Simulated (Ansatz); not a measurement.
# CH5Ga: the cost of one run

All numbers below are computed with Ansatz 0.2.0 (RHF/def2-TZVP).

## 1. The structure to begin with

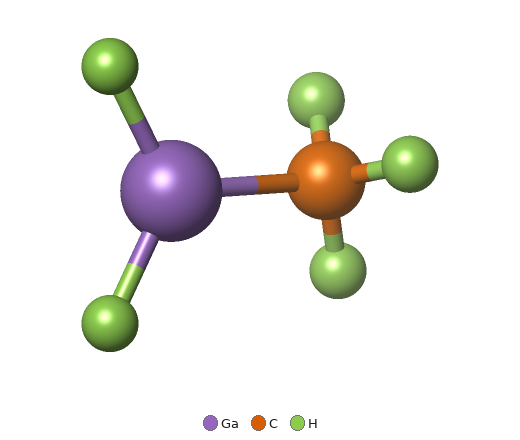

Start, viewed from a chosen angle; gallium purple, carbon orange, hydrogen green.

Coordinates:

```xyz
7

Ga    0.0000    0.0000    0.0000
C     0.0000    0.0000    1.9800
H    -0.9996   -0.3092    2.3505
H     0.7676   -0.7111    2.3505
H     0.2320    1.0203    2.3505
H     1.3596    0.0000   -0.7850
H    -1.3596    0.0000   -0.7850
```

## 2. Preparing the start

Input file input.yaml:

```yaml
crystal:
  periodic: [false, false, false]
  atoms:
    - { symbol: Ga, position_ang: [0.0, 0.0, 0.0] }
    - { symbol: C, position_ang: [0.0, 0.0, 1.98] }
    - { symbol: H, position_ang: [-0.9996, -0.3092, 2.3505] }
    - { symbol: H, position_ang: [0.7676, -0.7111, 2.3505] }
    - { symbol: H, position_ang: [0.232, 1.0203, 2.3505] }
    - { symbol: H, position_ang: [1.3596, 0.0, -0.785] }
    - { symbol: H, position_ang: [-1.3596, 0.0, -0.785] }
basis:
  gaussian: { orbitals: def2-TZVP }
hamiltonian:
  xc: hf
relax:
  f_tol: 0.02
  max_steps: 40
```

Run with:

```bash
$ ansatz run input.yaml --threads 1 --pin off --max-ram 2048MiB --backend cpu --events-out ev --progress --plain --runs-dir out
```

What time and memory should one allow on 1 thread of Arm Neoverse V1, shared host?

About 7.6 s, with a peak of 0.18 GiB.
